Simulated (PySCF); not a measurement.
# BrHN2, SMILES `Br.N#N`: electronic structure

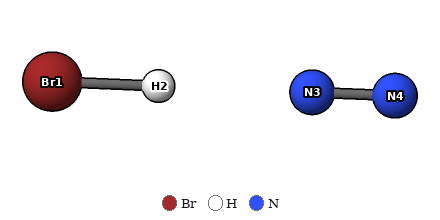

The molecule, with its atoms numbered as below. The pair's geometry is semi-empirical, so its contact may be too short or too long.

Cartesian coordinates (Å):

```
Br1      1.1457   -0.0000    0.0000
H2      -0.2619    0.0015    0.0000
N3      -2.2971    0.0003    0.0000
N4      -3.3941   -0.0003    0.0000
```

Part 1: Bonding charge

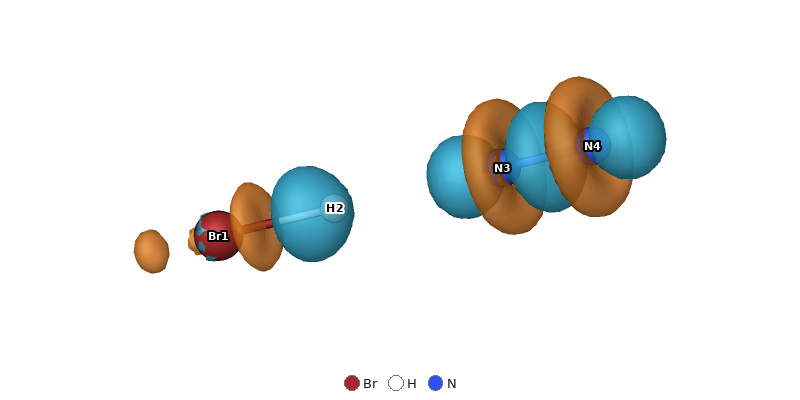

Deformation density (molecule less spherical, spin-averaged free atoms at the same positions), surfaces at ±0.1 e/Å³; light blue: gain, orange: loss.

PySCF calculation, PBE0/def2-SVPD, gas phase; geometry: GFN2-xTB.

**Describe the bonding that the map shows.**

N3–N4: +1.14 e/Å³ at the bond critical point (bond length 1.10 Å). Br1–H2: +0.34 e/Å³ at the bond critical point (bond length 1.41 Å). In all, 0.9 electrons gather in the regions of gain relative to the promolecule.

Part 2: Bond critical points

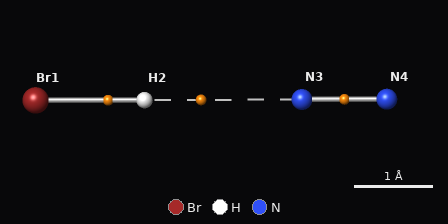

Molecular graph of the electron density (QTAIM): bond paths, bond critical points (orange), ring points (yellow, if any); weak paths are dashed.

**How many critical points of each kind are there, and does the count close?**

4 nuclei, 3 bond, 0 ring and 0 cage critical points: 4 − 3 + 0 − 0 = 1, as the Poincaré–Hopf relation requires.

**What does the calculation give at each kind of bond critical point?**

| bond | length (Å) | ρ (a.u.) | ∇²ρ (a.u.) | ε | H (a.u.) |
| --- | --- | --- | --- | --- | --- |
| N3–N4 | 1.097 | 0.672 | −2.11 | 0.00 | −1.108 |
| Br1–H2 | 1.408 | 0.207 | −0.47 | 0.00 | −0.186 |
| H2–N3 | 2.035 | 0.022 | +0.07 | 0.00 | +0.003 |

**What kind of interaction is Br1–H2?**

Shared-shell (covalent): ρ = 0.207, ∇²ρ = −0.47, H = −0.186 a.u.

**Are there bond paths between atoms that aren't covalently bonded?**

Yes: H2–N3 (2.04 Å, ρ = 0.022).

Part 3: Local ionisation energy

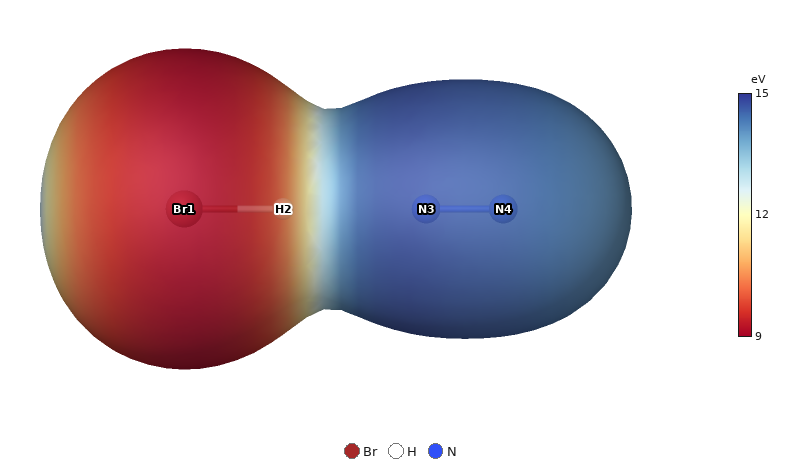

Average local ionisation energy on the surface of electron density 0.001 a.u.

**Where are the most loosely bound electrons on this surface?**

The lowest value is 9.1 eV, off the molecular plane, over Br1 (2.3 Å), and at like points elsewhere. Further minima include 14.0 eV, 1.8 Å from N4. For comparison, the highest occupied orbital lies at −8.6 eV.

Part 4: Weak contacts

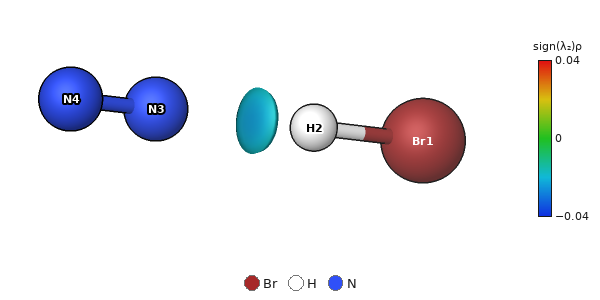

Non-covalent interaction surfaces between the fragments (reduced density gradient s = 0.5, coloured by sign(λ₂)ρ in a.u.; trimmed to the region between the fragments where ρ is under 0.06 a.u.). Fragment A: HBr (atoms 1–2); fragment B: N2.

Computed with PySCF, PBE0/def2-SVPD, geometry: GFN2-xTB.

**How strongly are they bound?**

The counterpoise-corrected interaction energy of the frozen fragments is +0.1 kcal/mol without dispersion correction and −0.4 kcal/mol with D3(BJ). The pair geometry is semi-empirical, not a minimum at this level.

Part 5: Binding density

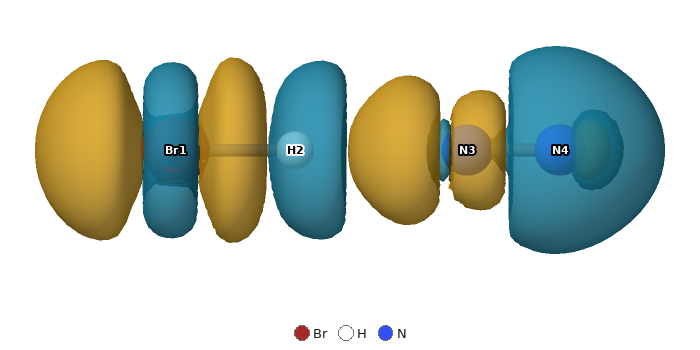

Density of the complex less the densities of the two fragments at the same geometry, ±0.0015 e/Å³ (yellow: gain, teal: loss). Fragment A: HBr (atoms 1–2); fragment B: N2.

**How is the density rearranged on binding?**

Hirshfeld charges show 0.021 e passing from B to A. By Hirshfeld charges, electrons gather most on Br1 (−0.030 e) and leave N4 most (+0.026 e); 0.06 e is displaced in all, which induces a dipole of 0.70 D.
